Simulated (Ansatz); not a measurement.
All values below come from PBE (plane waves to 420 eV, PAW; Ansatz, a first-principles code).

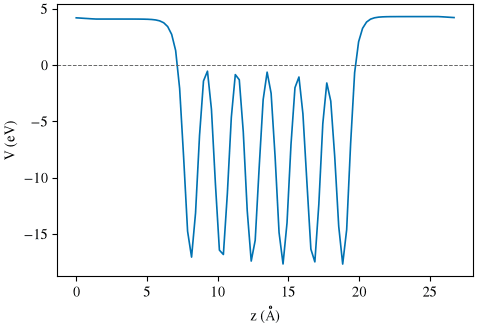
Plane-averaged electrostatic potential energy along the normal, in eV from the Fermi level, for the (100) surface of rock-salt TiC, Cr on half the Ti sites of the top plane, c(2x2) (bottom of the slab: a bare face, its two planes held)

Set-up: 24 atoms, 10.8 Å thick at the start with caps and adatoms (thin: gaps and levels are the slab's own); mesh 9x9x1; 0.1 eV smearing; dipole correction on; 8 atoms held, the rest relaxed; held to the start's symmetry, so lower structures may exist; spin-polarised, no spin-orbit, no U. The starting moment vanished. It is one candidate, not shown to be the stable structure of the face.

The vacuum level lies 4.30 eV above the Fermi level over the top face and 4.08 eV above it under the bottom face.
